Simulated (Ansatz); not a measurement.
## A computed series for SiC: thickness series

Take SiC in the wurtzite structure (space group P6_3mc, No. 186; a = 3.075 Å, c = 5.048 Å) as the base. Axes: x lies along a and z along c of the hexagonal cell.

Free-standing slabs (4 atom(s) a layer) normal to the y axis with 15 Å of vacuum; in-plane cell held at bulk.

All numbers come from r2SCAN (Ansatz, a program for electronic structure, PAW, spin-orbit coupling left out).

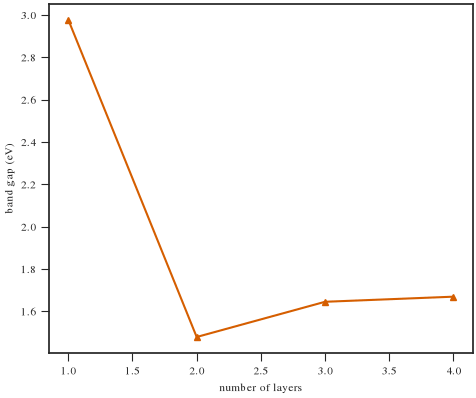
Fig. 1. Band gap against number of layers

Q: From the plot, what is the band gap for 3 layers?

A: About 1.6 eV.

Q: Is the trend monotonic over the range shown?

A: No, it turns within the range, spanning 1.48 eV to 2.98 eV.

Stability against distortions was not tested.
